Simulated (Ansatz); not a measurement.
## Breaking a bond in CH3Te (SMILES C[Te])

CH3Te: 5 atoms, total charge 0, spin state doublet. SMILES: `C[Te]`. The shape is that of a PBE0-D4/def2-TZVP optimisation.

```jsonl
{"atom": "C", "x (Å)": "-0.2039", "y (Å)": "-0.0461", "z (Å)": "-0.0014"}
{"atom": "Te", "x (Å)": "1.9120", "y (Å)": "0.2382", "z (Å)": "0.0734"}
{"atom": "H", "x (Å)": "-0.4568", "y (Å)": "-1.0548", "z (Å)": "0.3162"}
{"atom": "H", "x (Å)": "-0.7025", "y (Å)": "0.6994", "z (Å)": "0.6135"}
{"atom": "H", "x (Å)": "-0.4988", "y (Å)": "0.0895", "z (Å)": "-1.0432"}
```

The C1–Te2 distance is scanned; the parts on either side stay rigid. Basis STO-3G, 19 core orbitals frozen in the correlated methods; program Ansatz 0.2.0. FCI is exact within this basis and core. Energies in eV from each method's value at 2.136 Å; open shells run as named. The shape above is that at 2.136 Å.

| distance (Å) | UBLYP | UPBE0 | UCAM-B3LYP | UCCSDT | FCI |
| --- | --- | --- | --- | --- | --- |
| 2.136 | 0.00 | 0.00 | 0.00 | 0.00 | 0.00 |
| 2.670 | 1.15 | 1.52 | 1.57 | 1.20 | 1.20 |
| 3.204 | 2.83 | 3.14 | 3.13 | 2.52 | 2.52 |
| 4.272 | 3.60 | 3.61 | 3.59 | 2.94 | 2.94 |
| 5.341 | 3.62 | 3.63 | 3.60 | 2.95 | 2.95 |

Departure from the FCI curve at its largest: UBLYP +0.67 eV at 5.34 Å; UPBE0 +0.68 eV at 5.34 Å; UCAM-B3LYP +0.65 eV at 5.34 Å; UCCSDT within 0.005 eV. The basis is very small, so none of these curves is the real molecule's. Relativity is left out. Functionals converge differently with the basis, so for them the departure isn't an error alone.

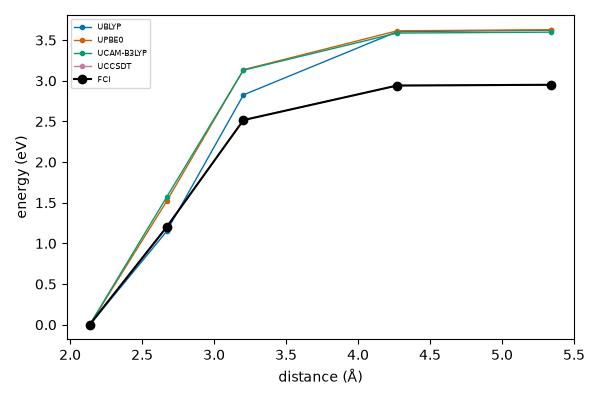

The curves of the table.
